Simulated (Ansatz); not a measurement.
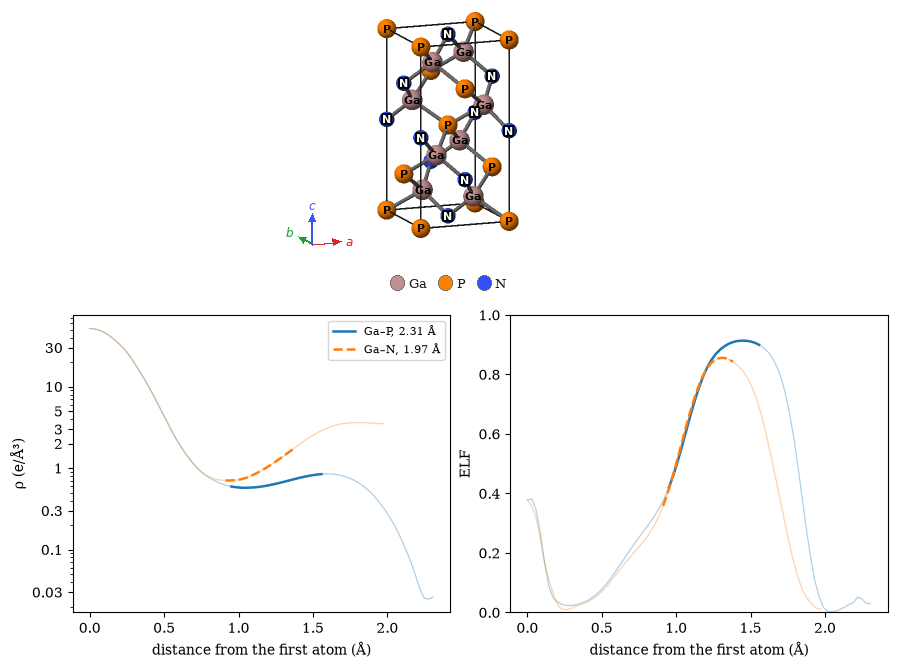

*Ga2PN. Valence charge density (pseudo) and electron localisation function along straight lines between neighbouring atoms. Thin, pale parts lie inside the atomic spheres. The structure is drawn too.*

Space group I-42d; a generated structure, not necessarily the stable one; changed on purpose from its base cell (volume × 0.94, shape and atoms relaxed); computed pressure about 8 GPa in this cell.

Method: Ansatz 0.2.0, DFT PBE, scalar-relativistic, plane waves, PAW.

Core electrons are frozen (PAW), and the valence fields are smoothed inside the atomic spheres.

```cif
data_structure
_symmetry_space_group_name_H-M 'P 1'
_symmetry_Int_Tables_number 1
_cell_length_a 4.9452
_cell_length_b 4.9452
_cell_length_c 9.6905
_cell_angle_alpha 90.000
_cell_angle_beta 90.000
_cell_angle_gamma 90.000
_cell_volume 236.98
loop_
_atom_site_label
_atom_site_type_symbol
_atom_site_fract_x
_atom_site_fract_y
_atom_site_fract_z
_atom_site_occupancy
Ga1 Ga 0.25000 0.19157 0.37500 1
Ga2 Ga 0.75000 0.69157 0.87500 1
Ga3 Ga 0.25000 0.30843 0.87500 1
Ga4 Ga 0.75000 0.80843 0.37500 1
Ga5 Ga 0.30843 0.75000 0.12500 1
Ga6 Ga 0.80843 0.25000 0.62500 1
Ga7 Ga 0.69157 0.25000 0.12500 1
Ga8 Ga 0.19157 0.75000 0.62500 1
P1 P 0.00000 0.00000 0.00000 1
P2 P 0.50000 0.50000 0.50000 1
P3 P 0.00000 0.50000 0.25000 1
P4 P 0.50000 0.00000 0.75000 1
N1 N 0.00000 0.00000 0.50000 1
N2 N 0.50000 0.50000 0.00000 1
N3 N 0.50000 0.00000 0.25000 1
N4 N 0.00000 0.50000 0.75000 1
```

What can be read from the curves?

Ga–P (2.31 Å): ρ is about 0.59 e/Å³ halfway; the ELF peaks at about 0.90 in the valence shell of P, 0.9 Å from its nucleus, and is about 0.75 at the midpoint.
Ga–N (1.97 Å): ρ is about 0.71 e/Å³ halfway; the ELF peaks at about 0.85 in the valence shell of N, 0.7 Å from its nucleus, and is about 0.50 at the midpoint.
